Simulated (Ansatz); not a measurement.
**CH$_{8}$AsNO$_{2}$Si: density, localisation and related maps**

Input file:

```
crystal:
  periodic: [false, false, false]
  atoms:
    - { symbol: C, position_ang: [-0.4777, -1.7521, -1.2283] }
    - { symbol: O, position_ang: [-0.8859, -1.0899, -0.031] }
    - { symbol: Si, position_ang: [0.4841, -0.3052, 0.6182] }
    - { symbol: O, position_ang: [0.3919, -0.12, 2.3242] }
    - { symbol: "N", position_ang: [0.7331, 1.3023, -0.1301] }
    - { symbol: As, position_ang: [-0.9017, 2.278, 0.1092] }
    - { symbol: H, position_ang: [-0.1445, -0.9639, -1.9872] }
    - { symbol: H, position_ang: [-1.3905, -2.1768, -1.6691] }
    - { symbol: H, position_ang: [0.237, -2.4885, -1.0377] }
    - { symbol: H, position_ang: [1.7255, -1.1117, 0.4066] }
    - { symbol: H, position_ang: [0.2304, -1.0573, 2.6885] }
    - { symbol: H, position_ang: [0.8763, 1.1679, -1.1212] }
    - { symbol: H, position_ang: [-0.335, 3.5964, -0.5021] }
    - { symbol: H, position_ang: [-0.5561, 2.6917, 1.5887] }
basis:
  gaussian: { orbitals: def2-SVP }
hamiltonian:
  xc: pbe
  dispersion: d4
relax:
  f_tol: 0.015
  max_steps: 40
output:
  orbitals: {}
```

Launched as:

```sh
ansatz run input.yaml --threads 2 --pin off --max-ram 3072MiB --backend cpu --events-out ev --progress --plain --runs-dir out
```

The fields are those of the run's last geometry, not of the input's.

These are results of RKS PBE-D4/def2-SVP (Ansatz 0.2.0), not measurements.

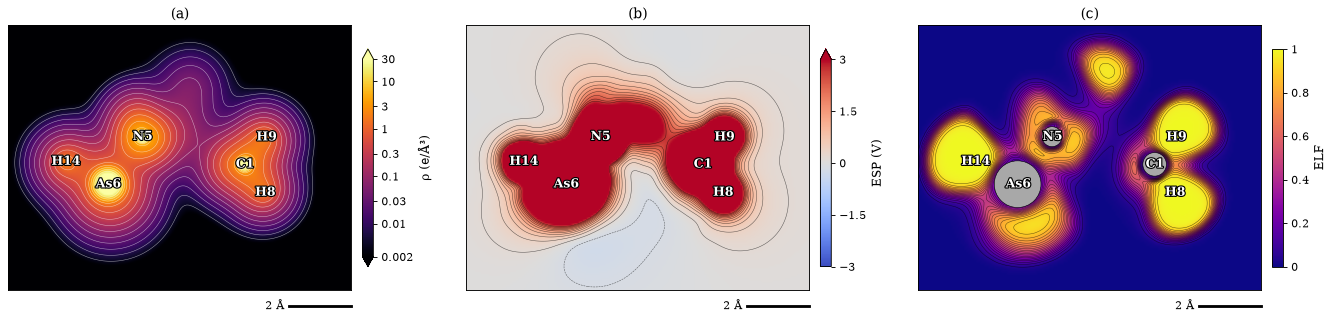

Figure 1. (a) total electron density; (b) molecular electrostatic potential; (c) electron localisation function on the plane of atoms N5, As6 and H14. Grey discs cover the atomic cores in the ELF map.

Question: What does the map show?

Answer: Atoms in the plane: C, N, As and H.
As–N (1.88 Å): the density is about 0.94 e/Å³ at the midpoint; the ELF peaks at about 0.85 between the atoms: a polar covalent bond.
C–H (1.11 Å): ρ is about 1.9 e/Å³ halfway; the ELF climbs to about 1 towards the hydrogen, as it does in any bond to H; a covalent bond by its length.
The ELF also peaks beside As6, away from the bonds: lone-pair regions.
The potential has no marked negative region in this plane.

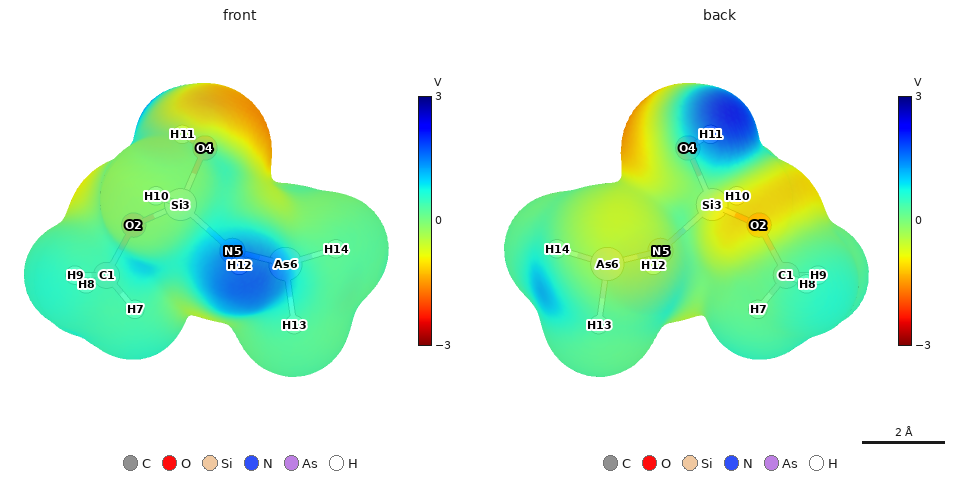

Figure 2. The molecular electrostatic potential painted on the density surface at 0.002 e/bohr³, seen from the front and from behind; the colour scale runs from red (negative) to blue (positive).

Question: Where is the surface potential most negative and most positive?

Answer: The most negative region (about −1.5 V, or −35 kcal/mol for a unit charge) lies over O4, the most positive (about +2.1 V, or +48 kcal/mol for a unit charge) over H11. O4 is the likeliest acceptor of a hydrogen bond.

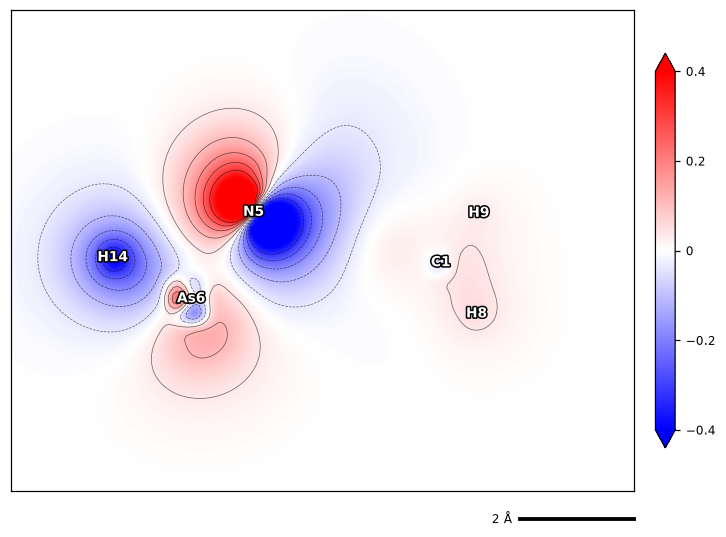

Figure 3. The HOMO on the plane of atoms N5, As6 and H14 (values in Å⁻³ᐟ²; the overall sign is arbitrary).

Question: Where does this orbital lie, and at what energy?

Answer: By Hirshfeld shares it lies mainly on N5 (about 55 %), As6 (about 10 %), O2 (about 10 %) and H14 (about 5 %). Its energy is −5.92 eV.
